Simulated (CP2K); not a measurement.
# BLYP-D3(BJ)/DZVP-MOLOPT-SR-GTH (core potential) run of InN2H5 (SMILES [NH2][InH][NH2])

What is the energy change on altering one bond length of InN2H5 at BLYP-D3(BJ)/DZVP-MOLOPT-SR-GTH (core potential)? 

Program for the calculation: CP2K 2026.2.

1 further run of the same task is left out (set aside as unsound or not needed). Runs told in other sessions of the task aren't counted.

### 1 The system as given

InN2H5 has 8 atoms, charge 0, and is taken as a singlet. SMILES: `[NH2][InH][NH2]`. Geometry: relaxed at PBE0-D4/def2-TZVP.

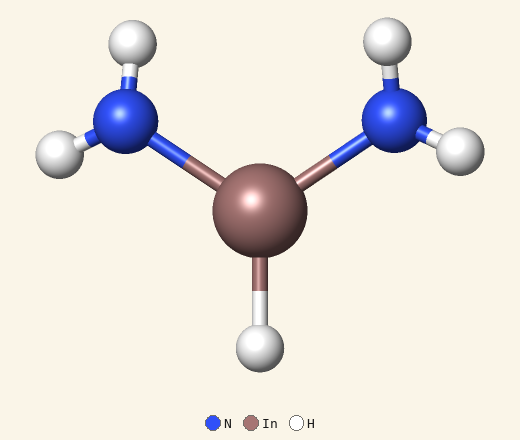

The structure, seen from a chosen angle (nitrogen blue, indium brown, hydrogen white).

### 2 The energy at BLYP-D3(BJ)/DZVP-MOLOPT-SR-GTH (core potential)

mol.inp reads:

```
&GLOBAL
   PROJECT mol
   RUN_TYPE ENERGY
   PRINT_LEVEL MEDIUM
&END GLOBAL

&FORCE_EVAL
   METHOD QS
   &DFT
      BASIS_SET_FILE_NAME BASIS_MOLOPT
      POTENTIAL_FILE_NAME GTH_POTENTIALS
      CHARGE 0
      MULTIPLICITY 1
      &QS
         METHOD GPW
         EPS_DEFAULT 1.0E-10
      &END QS
      &MGRID
         CUTOFF 400
         REL_CUTOFF 50
         NGRIDS 4
      &END MGRID
      &POISSON
         PERIODIC NONE
         POISSON_SOLVER MULTIPOLE
      &END POISSON
      &SCF
         SCF_GUESS ATOMIC
         EPS_SCF 1.0E-06
         MAX_SCF 100
         ADDED_MOS 5
         &DIAGONALIZATION
            ALGORITHM STANDARD
         &END DIAGONALIZATION
         &MIXING
            METHOD BROYDEN_MIXING
            ALPHA 0.2
            NBUFFER 8
         &END MIXING
      &END SCF
      ! functional
      &XC
         &XC_FUNCTIONAL BLYP
         &END XC_FUNCTIONAL
         &VDW_POTENTIAL
            POTENTIAL_TYPE PAIR_POTENTIAL
            &PAIR_POTENTIAL
               TYPE DFTD3(BJ)
               PARAMETER_FILE_NAME dftd3.dat
               REFERENCE_FUNCTIONAL BLYP
               R_CUTOFF 15
            &END PAIR_POTENTIAL
         &END VDW_POTENTIAL
      &END XC
      &PRINT
         &MOMENTS
            PERIODIC F
            REFERENCE COM
            MAX_MOMENT 1
         &END MOMENTS
         &MO ON
            ENERGIES T
            OCCUPATION_NUMBERS T
            NDIGITS 6
            &EACH
               QS_SCF 0
            &END EACH
            ADD_LAST NUMERIC
         &END MO
         &HIRSHFELD OFF
         &END HIRSHFELD
      &END PRINT
   &END DFT
   ! structure
   &SUBSYS
      ! box in angstrom
      &CELL
         ABC [angstrom] 10.1 10.8 10
         PERIODIC NONE
      &END CELL
      &COORD
         N     -0.969700     0.858000    -1.127000
         In     0.248000     0.564800     0.455500
         N      0.742700    -1.375200     0.709600
         H     -1.482100     0.076800    -1.506600
         H     -1.538200     1.689200    -1.171800
         H      0.799000     1.819200     1.467500
         H      1.570900    -1.614700     1.231800
         H      0.629500    -2.018100    -0.059000
      &END COORD
      &TOPOLOGY
         &CENTER_COORDINATES
         &END CENTER_COORDINATES
      &END TOPOLOGY
      &KIND N
         BASIS_SET DZVP-MOLOPT-SR-GTH-q5
         POTENTIAL GTH-BLYP-q5
      &END KIND
      &KIND In
         BASIS_SET DZVP-MOLOPT-SR-GTH-q13
         POTENTIAL GTH-BLYP-q13
      &END KIND
      &KIND H
         BASIS_SET DZVP-MOLOPT-SR-GTH-q1
         POTENTIAL GTH-BLYP-q1
      &END KIND
   &END SUBSYS
&END FORCE_EVAL
```

Started as:

```bash
$ OMP_NUM_THREADS=1 cp2k.psmp -i mol.inp -o mol.out
```

The program printed:

```text
CP2K| version string:                                       CP2K version 2026.2
[...]
 GLOBAL| Method name                                                        CP2K
[...]
 GLOBAL| Run type                                                         ENERGY
[...]
 DFT| Spin restricted Kohn-Sham (RKS) calculation                            RKS
 DFT| Multiplicity                                                             1
[...]
 DFT| Charge                                                                   0
[...]
 FUNCTIONAL| BECKE88:
 FUNCTIONAL| LYP:
[...]
 QS| Method:                                                                 GPW
[...]
 QS| Density cutoff [a.u.]:                                                200.0
[...]
 QS| Relative density cutoff [a.u.]:                                        25.0
[...]
                             - Atoms:                                          8
[...]
                             - Spherical basis functions:                     76
[...]
 Number of electrons:                                                         28
[...]
     1 NoMix/Diag. 0.20E+00    1.0     1.06532121       -78.2669421518 -7.83E+01
[...]
    23 Broy./Diag. 0.20E+00    1.4     0.00000030       -78.9165894413 -2.09E-06
  *** SCF run converged in    23 steps ***
[...]
  Overlap energy of the core charge distribution:               0.00000046091722
  Self energy of the core charge distribution:               -146.86615934065122
  Core Hamiltonian energy:                                     45.54549721089621
  Hartree energy:                                              36.62156043230098
  Exchange-correlation energy:                                -14.20788912472830
  Dispersion energy:                                           -0.00959908005950
  Total energy:                                               -78.91658944132462
[...]
                     Mulliken Population Analysis
 #  Atom  Element  Kind  Atomic population                           Net charge
       1     N        1          5.337381                             -0.337381
       2     In       2         12.741868                              0.258132
       3     N        1          5.337833                             -0.337833
       4     H        3          0.916687                              0.083313
       5     H        3          0.919287                              0.080713
       6     H        3          0.910460                              0.089540
       7     H        3          0.919225                              0.080775
       8     H        3          0.917260                              0.082740
 # Total charge                             28.000000                 -0.000000
[...]
  Dipole moment [Debye]
    X= -0.6072650E-01 Y= -0.1160083E+00 Z= -0.8829281E-01  Total=      0.1579280
 ENERGY| Total FORCE_EVAL ( QS ) energy [hartree]            -78.916589441324618
[...]
```

Run time: 32 s. Hardware: 1 thread of Arm Neoverse V2, shared host; peak memory 1.5 GiB.

### 3 The distorted shape

qs.inp reads:

```
&GLOBAL
  PROJECT qs
  RUN_TYPE ENERGY
  PRINT_LEVEL MEDIUM
&END GLOBAL

&FORCE_EVAL
  METHOD Quickstep
  &DFT
    BASIS_SET_FILE_NAME BASIS_MOLOPT
    POTENTIAL_FILE_NAME GTH_POTENTIALS
    CHARGE 0
    MULTIPLICITY 1
    &QS
      METHOD GPW
      EPS_DEFAULT 1.0E-10
    &END QS
    &MGRID
      CUTOFF 400
      REL_CUTOFF 50
      NGRIDS 4
    &END MGRID
    &POISSON
      PERIODIC NONE
      POISSON_SOLVER MULTIPOLE
    &END POISSON
    &SCF
      SCF_GUESS ATOMIC
      EPS_SCF 1.0E-06
      MAX_SCF 80
      ADDED_MOS 5
      &DIAGONALIZATION
        ALGORITHM STANDARD
      &END DIAGONALIZATION
      &MIXING
        METHOD PULAY_MIXING
        ALPHA 0.3
        NBUFFER 8
      &END MIXING
    &END SCF
    &XC
      &XC_FUNCTIONAL BLYP
      &END XC_FUNCTIONAL
      &VDW_POTENTIAL
        POTENTIAL_TYPE PAIR_POTENTIAL
        &PAIR_POTENTIAL
          TYPE DFTD3(BJ)
          PARAMETER_FILE_NAME dftd3.dat
          REFERENCE_FUNCTIONAL BLYP
          R_CUTOFF 15
        &END PAIR_POTENTIAL
      &END VDW_POTENTIAL
    &END XC
    &PRINT
      &MOMENTS
        PERIODIC F
        REFERENCE COM
        MAX_MOMENT 1
      &END MOMENTS
      &MO ON
        ENERGIES T
        OCCUPATION_NUMBERS T
        NDIGITS 6
        &EACH
          QS_SCF 0
        &END EACH
        ADD_LAST NUMERIC
      &END MO
      &HIRSHFELD OFF
      &END HIRSHFELD
    &END PRINT
  &END DFT
  &SUBSYS
    &CELL
      ABC [angstrom] 11.1 10.9 11.2
      PERIODIC NONE
    &END CELL
    &COORD
      N     -1.943841     1.092556    -2.392976
      In     0.248000     0.564800     0.455500
      N      0.742700    -1.375200     0.709600
      H     -2.456241     0.311356    -2.772576
      H     -2.512341     1.923756    -2.437776
      H      0.799000     1.819200     1.467500
      H      1.570900    -1.614700     1.231800
      H      0.629500    -2.018100    -0.059000
    &END COORD
    &TOPOLOGY
      &CENTER_COORDINATES
      &END CENTER_COORDINATES
    &END TOPOLOGY
    &KIND N
      BASIS_SET DZVP-MOLOPT-SR-GTH-q5
      POTENTIAL GTH-BLYP-q5
    &END KIND
    &KIND In
      BASIS_SET DZVP-MOLOPT-SR-GTH-q13
      POTENTIAL GTH-BLYP-q13
    &END KIND
    &KIND H
      BASIS_SET DZVP-MOLOPT-SR-GTH-q1
      POTENTIAL GTH-BLYP-q1
    &END KIND
  &END SUBSYS
&END FORCE_EVAL
```

Started as:

```bash
$ OMP_NUM_THREADS=1 cp2k.psmp qs.inp > qs.out
```

The program printed, shortened:

```text
CP2K| version string:                                       CP2K version 2026.2
[...]
 GLOBAL| Method name                                                        CP2K
[...]
 GLOBAL| Run type                                                         ENERGY
[...]
 DFT| Spin restricted Kohn-Sham (RKS) calculation                            RKS
 DFT| Multiplicity                                                             1
[...]
 DFT| Charge                                                                   0
[...]
 FUNCTIONAL| BECKE88:
 FUNCTIONAL| LYP:
[...]
 QS| Method:                                                                 GPW
[...]
 QS| Density cutoff [a.u.]:                                                200.0
[...]
 QS| Relative density cutoff [a.u.]:                                        25.0
[...]
                             - Atoms:                                          8
[...]
                             - Spherical basis functions:                     76
[...]
 Number of electrons:                                                         28
[...]
     1 NoMix/Diag. 0.30E+00    1.3     0.97392724       -78.1550218683 -7.82E+01
[...]
    22 Pulay/Diag. 0.30E+00    1.4     0.00000061       -78.8052255092  2.39E-06
  *** SCF run converged in    22 steps ***
[...]
  Overlap energy of the core charge distribution:               0.00000045720645
  Self energy of the core charge distribution:               -146.86615934065122
  Core Hamiltonian energy:                                     45.28248953023657
  Hartree energy:                                              36.86849697247546
  Exchange-correlation energy:                                -14.08181704164537
  Dispersion energy:                                           -0.00823608684059
  Total energy:                                               -78.80522550921869
[...]
                     Mulliken Population Analysis
 #  Atom  Element  Kind  Atomic population                           Net charge
       1     N        1          5.423907                             -0.423907
       2     In       2         12.716056                              0.283944
       3     N        1          5.287523                             -0.287523
[...]
  Dipole moment [Debye]
    X=  0.2069305E+01 Y= -0.9057936E+00 Z=  0.2233002E+01  Total=      3.1762844
 ENERGY| Total FORCE_EVAL ( QS ) energy [hartree]            -78.805225509218687
[...]
```

Wall time 35 s (1 thread of Arm Neoverse V2, shared host); peak memory 1.7 GiB.

### 4 Summary of results

At BLYP-D3(BJ)/DZVP-MOLOPT-SR-GTH (core potential):

| quantity | value |
| --- | --- |
| first shape: total energy | -78.91659 Eh |
| first shape: dipole moment | 0.16 D |
| first shape: HOMO energy | -5.27 eV |
| first shape: LUMO energy | -1.09 eV |
| first shape: HOMO–LUMO gap | 4.18 eV |
| first shape: dispersion energy | -25.20 kJ/mol |
| distorted shape: total energy | -78.80523 Eh |
| distorted shape: dipole moment | 3.18 D |
| distorted shape: HOMO energy | -4.22 eV |
| distorted shape: LUMO energy | -3.78 eV |
| distorted shape: HOMO–LUMO gap | 0.44 eV |
| distorted shape: dispersion energy | -21.62 kJ/mol |
| energy change with the N1–In2 bond stretched from 2.018 to 3.633 Å | 3.030 eV |

What this shows: With the N1–In2 bond stretched from 2.018 to 3.633 Å the energy rises by 3.03 eV (292 kJ/mol). The first shape isn't relaxed at this level, so the change isn't measured from a minimum. A restricted reference can't describe the breaking bond well at this length.
